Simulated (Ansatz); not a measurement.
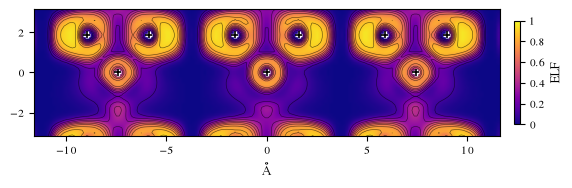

The electron localisation function on a plane through atoms (crosses mark nuclei in the plane).

These are results of Ansatz, DFT PBE, scalar-relativistic, plane waves, PAW, not measurements.

Candidates:
A. TaTi3Ge8, a = 5.06 Å, b = 8.67 Å, c = 8.86 Å, α = 90.00°, β = 90.00°, γ = 90.00°. Space group C222; a structure generated by program, which may or may not match a known phase; computed without spin polarisation.
B. Cd3Se2S, a = 4.32 Å, b = 4.32 Å, c = 18.30 Å, α = 90.00°, β = 90.00°, γ = 90.00°. Space group I-4m2; a structure generated by program, which may or may not match a known phase.
C. NbMo2S6, a = 3.24 Å, b = 3.24 Å, c = 22.52 Å, α = 90.00°, β = 90.00°, γ = 120.00°. Space group P-6m2; a structure generated by program, which may or may not match a known phase; computed without spin polarisation.

### Which system is this?

Candidate C: NbMo2S6 on the (110) plane of the conventional cell, which holds Nb, Mo and S. Mo–S (2.43 Å): the ELF peaks at about 0.85 in the valence shell of S, 0.8 Å from its nucleus, and is about 0.45 at the midpoint. Nb–S (2.46 Å): the ELF peaks at about 0.85 in the valence shell of S, 0.8 Å from its nucleus, and is about 0.45 at the midpoint.
